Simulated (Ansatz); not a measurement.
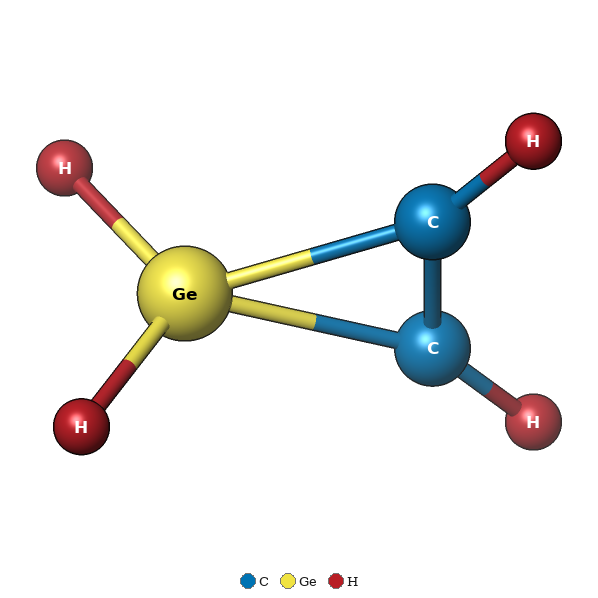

The geometry was computed by an optimisation with PBE-D4/def2-SVP. No frequency run is at hand to confirm it as a minimum. Level of theory: RKS PBE-D4/def2-SVP (Ansatz 0.2.0).

What is the dispersion correction?

−11.3 kJ/mol.

Estimate the dipole moment.

0.22 D.
